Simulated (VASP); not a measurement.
Band structure of LiH (rock salt). All values below come from r2SCAN meta-GGA, VASP's PBE PAW potentials (set 64) (plane waves; VASP 6.6.1).

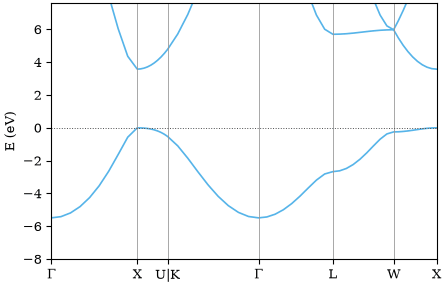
*Bands along high-symmetry lines, zero at the valence-band maximum or, without a gap, the Fermi level*

### Question
Read the plot: is there a gap, and where are the band edges?

### Answer
The gap is direct, 3.58 eV, from the valence maximum at X to the conduction minimum at X.

The compound is LiH in the rock salt structure. It was relaxed first, which changed the volume by -6 %.
